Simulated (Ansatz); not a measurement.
```sh
ansatz run in.yaml --threads 2 --pin off --events-out ev --progress --plain --max-ram 31744MiB --backend cuda --devices 0, --max-vram 18GiB
```

```yaml
crystal:
  periodic: [false, false, false]
  atoms:
    - {symbol: C, position_ang: [0.387433, -1.564238, 1.632961]}
    - {symbol: O, position_ang: [0.488335, -0.913770, 0.387445]}
    - {symbol: Si, position_ang: [-0.399283, 0.397603, -0.035116]}
    - {symbol: O, position_ang: [-0.025538, 1.740336, 0.846574]}
    - {symbol: Si, position_ang: [0.131689, 0.819729, -2.269212]}
    - {symbol: H, position_ang: [-0.659094, -1.722855, 1.921584]}
    - {symbol: H, position_ang: [0.874687, -2.537525, 1.555235]}
    - {symbol: H, position_ang: [0.885729, -0.987381, 2.418903]}
    - {symbol: H, position_ang: [-1.840469, 0.083797, 0.219534]}
    - {symbol: H, position_ang: [-0.572572, 1.942431, 1.606215]}
    - {symbol: H, position_ang: [-0.688793, 1.951265, -2.780282]}
    - {symbol: H, position_ang: [-0.152252, -0.380994, -3.100243]}
    - {symbol: H, position_ang: [1.570118, 1.171603, -2.403606]}
basis:
  gaussian: {orbitals: def2-TZVPP}
hamiltonian: {xc: {name: B2PLYP}}
```

Describe the molecule in this file.

The molecule is CH₈O₂Si₂. Its SMILES string is `CO[Si@@H](O)[SiH3]`. It has no ring. Among its groups: Si–H bond, Si–O bond. The point group is C1. Coordination: 1 C tetrahedral; 2 O bent; 2 Si tetrahedral.

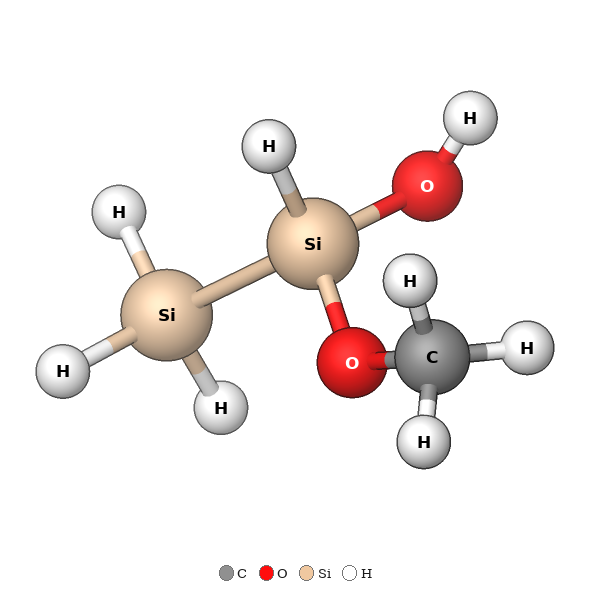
